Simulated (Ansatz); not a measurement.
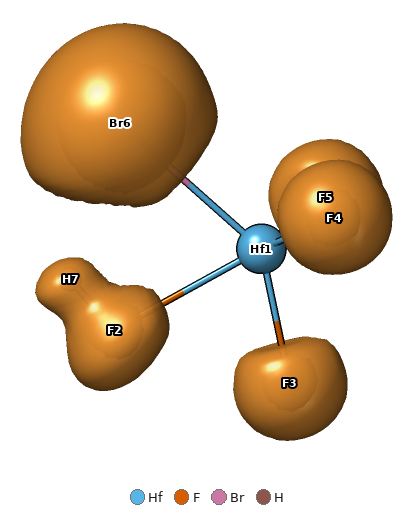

Figure. BrF4HHf. Isosurface of the electron localisation function at 0.75 (orange), seen across its widest extent. Only the valence region is drawn (cores and ρ < 0.01 e/Å³ removed).

Core potentials replace the inner electrons of Hf.

Computed with Ansatz, RKS BHLYP-D4/def2-SVP.

The calculation's input:

```
crystal:
  periodic: [false, false, false]
  atoms:
    - { symbol: Hf, position_ang: [-0.539013, 0.0, -0.428914] }
    - { symbol: F, position_ang: [0.043259, 0.0, 2.689075] }
    - { symbol: F, position_ang: [1.252289, 0.0, 0.170101] }
    - { symbol: F, position_ang: [-0.689165, 1.50974, -1.548727] }
    - { symbol: F, position_ang: [-0.689165, -1.50974, -1.548727] }
    - { symbol: Br, position_ang: [-2.716387, 0.0, 1.101743] }
    - { symbol: H, position_ang: [-0.794417, 0.0, 3.066548] }
basis:
  gaussian: { orbitals: def2-SVP }
hamiltonian:
  xc: { name: BHLYP }
  dispersion: d4
relax:
  f_tol: 0.03
  max_steps: 50
output:
  orbitals: {}
```

Run with:

```sh
ansatz run input.yaml --threads 4 --pin off --max-ram 5120MiB --backend cpu --events-out ev --progress --plain --runs-dir out
```

The fields are those of the relaxed geometry.

Question: Where are the electrons localised?

Answer: The ELF exceeds this value in one region wrapped around Br (its valence shell), three regions wrapped around F (the valence shell of each) and one joined region spread over several atoms (F, H), in which their bonds and any lone pairs are merged. Profiles from the grid: Hf–F (1.89 Å): the ELF peaks at about 0.85 in the valence shell of F, 0.5 Å from its nucleus, and drops to about 0.20 between the two atoms. Hf–Br (2.63 Å): the ELF peaks at about 0.80 in the valence shell of Br, 1.0 Å from its nucleus, and is about 0.45 at the midpoint.
